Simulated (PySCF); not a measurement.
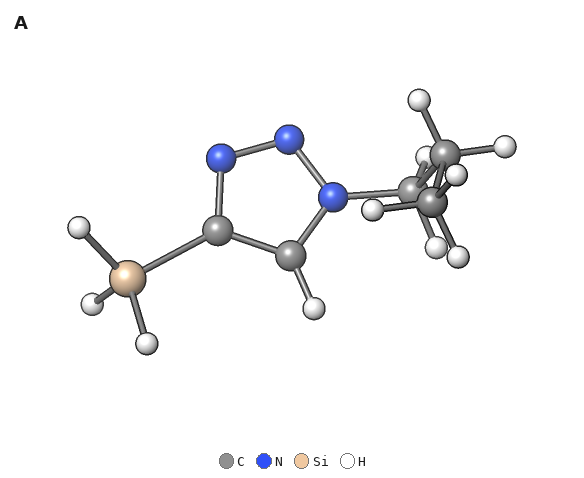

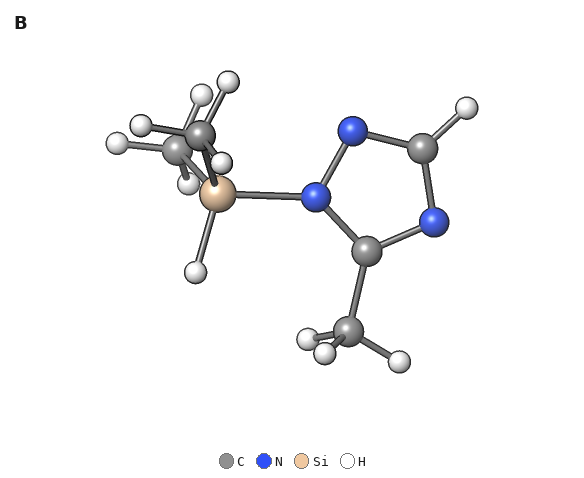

2 stationary structures of one formula. Geometries: GFN2-xTB. Electronic energies: PBE0/pcSseg-1 (PySCF 2.14.0), without zero-point energy. No frequency run is at hand to confirm each as a minimum. Each is one conformer, not always the lowest.

How are they related?

They are constitutional isomers of C5H11N3Si: A `CCCn1cc([SiH3])nn1`, B `Cc1ncnn1[SiH](C)C`.

Which structure is the most stable?

B is lowest; A lies 2.271 eV above it.

The geometry is semi-empirical. Around Si such bond lengths and angles can be off by a tenth of an ångström or more and by several degrees, and values that hang on the shape move with them.
